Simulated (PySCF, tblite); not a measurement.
# C2H2N3Si radical: geometry, infrared bands and EPR parameters

Aim: predict the infrared bands and EPR parameters of C2H2N3Si radical (`N#C[Si](N)C#N`).

Programs: tblite 0.8.0 and PySCF 2.14.0, with density-fitted response routines of our own. Each step states its level of theory. These are calculated values for one molecule in the gas phase, unless marked as measured. Atoms count from 0, in the outputs and in this text.

## (1) The molecule as given

8 atoms, charge 0, multiplicity 2; geometry from: GFN2-xTB.

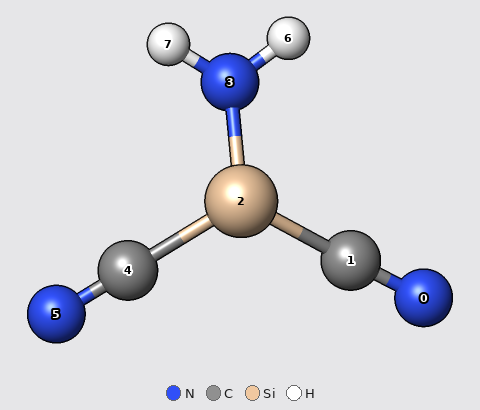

The starting geometry (nitrogen blue, carbon grey, silicon light orange, hydrogen white), atoms numbered.

## (2) Infrared spectrum with GFN2-xTB

What the job is given:

```
{"job": {"kind": "ir", "xc": "GFN2-xTB", "basis": "xTB"}, "charge": 0, "multiplicity": 2}
N     -1.844854     2.393504     0.038022
C     -1.092673     1.523296     0.078374
Si     0.073246     0.149692     0.424164
N     -0.500482    -1.369122    -0.118107
C      1.811729     0.464115    -0.070658
N      2.939743     0.645903    -0.208594
H     -1.473034    -1.617838    -0.047760
H      0.095381    -2.180139    -0.120006
```

**Question.** This job is followed by: PBE0-D3(BJ)/def2-SVP geometry optimisation, gas phase; UKS B3LYP, IGLO-III on C N Si, pcH-1 on H, non-relativistic, mean-field spin-orbit, GIAO. What will the session give for the following? strongest single infrared mode (GFN2-xTB); zero-point energy (GFN2-xTB); point group; rotational constants (main isotopes); g(iso) (B3LYP); ⟨S²⟩; largest a(iso) (averaged by class).

As calculated:

| quantity | value |
| --- | --- |
| strongest single infrared mode (GFN2-xTB) | 2248 cm⁻¹, 519 km/mol |
| zero-point energy (GFN2-xTB) | 25.8 kcal/mol |
| point group | Cs |
| rotational constants (main isotopes) | 4.19, 2.13, 1.49 GHz |
| g(iso) (B3LYP) | 2.00183 |
| ⟨S²⟩ | 0.754 (exact 0.75) |
| largest a(iso) (averaged by class) | 29Si on Si2, -756.2 MHz |

All 18 modes are real, so the xTB geometry is a minimum. The strongest single mode, at 2248 cm⁻¹, is spread over several atoms, C1, C4, N0, N5 among them. GFN2-xTB is a fitted tight-binding method: band positions and strengths are rough. Its intensities can rank the bands wrongly. The optimisation took 7 steps and gained 0.089 eV; among the close pairs (by a distance rule), C4–N5 changed most, from 1.151 to 1.161 Å. Most of the unpaired spin sits on Si2 (0.75 e). The isotropic g lies 0.5 ppt below the free-electron value.
